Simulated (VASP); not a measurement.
Band structure of AgCl (rock salt). Calculation: PBE GGA, VASP's PBE PAW potentials (set 64) (plane waves; VASP 6.6.1).

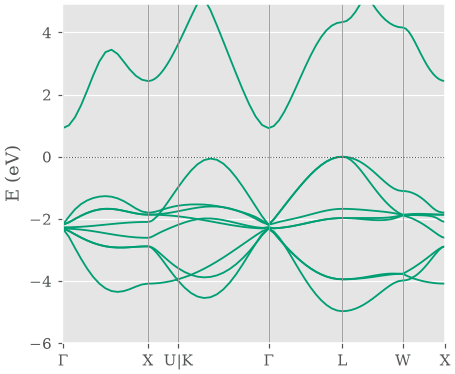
Fig. 1. Bands along high-symmetry lines, zero at the valence-band maximum or, without a gap, the Fermi level

Task: Read the plot: is there a gap, and where are the band edges?

Result: The gap is indirect, 0.92 eV, from the valence maximum at L to the conduction minimum at Γ. (Edges off the drawn lines would not show.)

The compound is AgCl in the rock salt structure. It was relaxed first.
